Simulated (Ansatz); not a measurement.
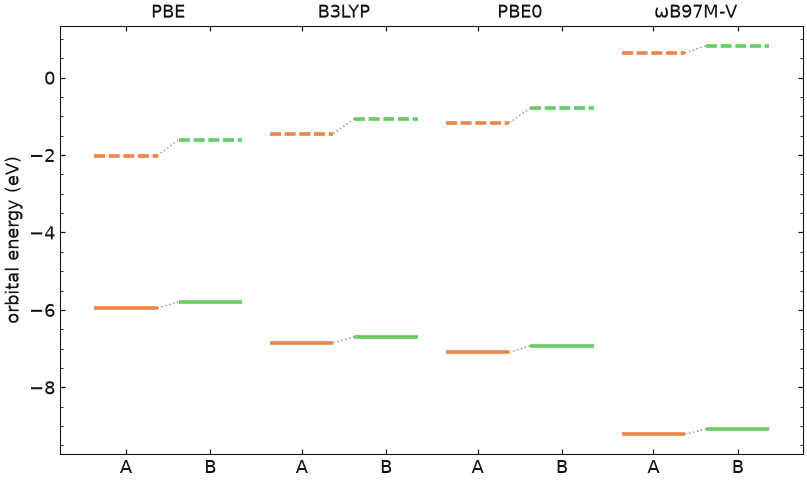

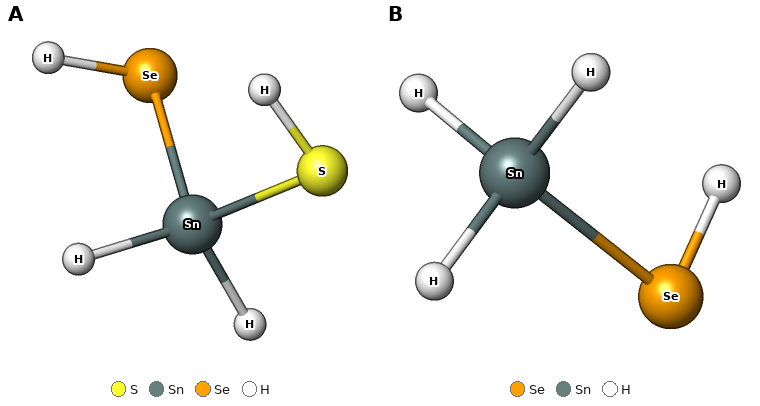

One change: A, SnH₄SeS (SMILES [SH][SnH2][SeH]), becomes B, SnH₄Se (SMILES [SeH][SnH3]). SH on Sn is replaced by H. HOMO (solid) and LUMO (dashed) computed in def2-TZVPP at PBE0-D4/def2-TZVP geometries, both minima by their frequencies, gas phase, the Ansatz code. Empty levels above zero depend strongly on the basis.

Question: What does the change do to HOMO and LUMO?

Answer: PBE: the HOMO rises by 0.17 eV, the LUMO rises by 0.41 eV, and the separation goes from 3.94 to 4.19 eV. B3LYP: the HOMO rises by 0.16 eV, the LUMO rises by 0.38 eV, and the separation goes from 5.40 to 5.63 eV. PBE0: the HOMO rises by 0.17 eV, the LUMO rises by 0.37 eV, and the separation goes from 5.93 to 6.14 eV. ωB97M-V: the HOMO rises by 0.14 eV, the LUMO rises by 0.19 eV, and the separation goes from 9.85 to 9.90 eV.

Question: Do the functionals agree on the effect?

Answer: They agree on the direction for both levels; the HOMO shift lies between 0.14 and 0.17 eV and the LUMO shift between 0.19 and 0.41 eV, while the separations themselves differ by up to 5.9 eV between functionals.

Note: core potentials past krypton; spin-orbit coupling is left out, and with Sn it can shift these values.
